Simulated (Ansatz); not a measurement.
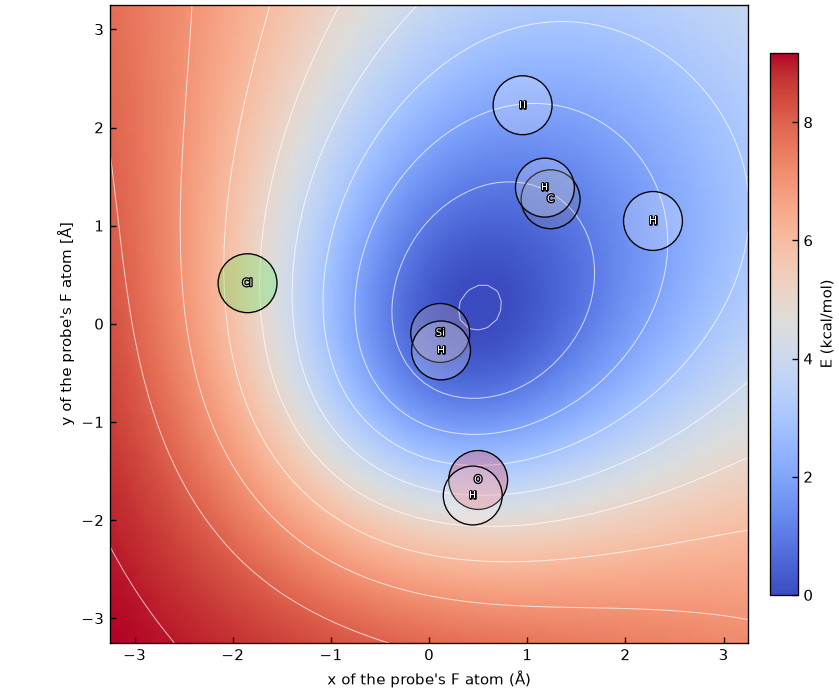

Energy landscape of CH₅ClOSi (SMILES C[SiH](O)Cl) with the probe F-. 
- The probe is moved over a plane parallel to the molecule's main plane, 4.21 Å above it.
- First axis: x of the probe's F atom. Second axis: y of the probe's F atom.
- Nothing is relaxed (molecule and probe rigid).
- The scan uses an 11 × 11 grid.
- Points are written as (first, second).
- Energies: kcal/mol, counted from the lowest grid point.
- Computed with RKS B3LYP-D4/def2-SVPD in Ansatz.

In the figure: a smooth colour map with a few white contour lines, labelled circles for the molecule's atoms, projected on the plane. Between grid points the surface is interpolated. 

> Describe this landscape.

The lowest grid point is at (0.65 Å, 0.00 Å) [nearest 1 H at 2.37 Å]. It is the only kind of minimum in the scanned range. The highest grid point, (−3.25 Å, −3.25 Å), lies 9.2 kcal/mol above the lowest. Near the minimum the curvatures are about 0.085 and 0.11 eV/Å² along the soft and the stiff direction.

Each point was launched as `ansatz run input.yaml --threads 1 --pin off --max-ram 2560MiB --backend cpu --events-out ev --progress --plain --runs-dir out`. The whole map (121 points run) took 40 min on 1 thread of Arm Neoverse N1 (shared host).
